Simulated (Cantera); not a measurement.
Input: 1 mol Fe2O3, 20 mol HCl, 9.7 mol O2, equilibrated at 1.00 bar.

Method: chemical equilibrium by Gibbs-energy minimisation in Cantera with the NASA 1993 tables (ideal gas, pure condensed phases). Candidate condensed phases: Fe, FeCl2, FeCl3, FeO, Fe(OH)2, Fe(OH)3, Fe2O3, Fe3O4, H2O; 22 gas species. Kinetics and transport are ignored.

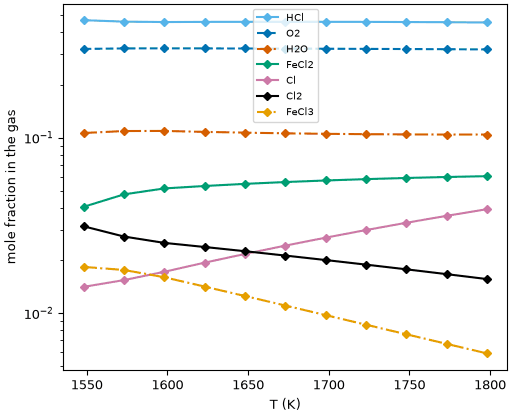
*Equilibrium gas composition (values under 1e-9 drawn at 1e-9)*

Task: Read off the mole fractions at 1548 K.

Result: HCl about 0.47, O2 about 0.32, H2O about 0.11, FeCl2 about 0.040, Cl2 about 0.031, FeCl3 about 0.018, Cl about 0.014.
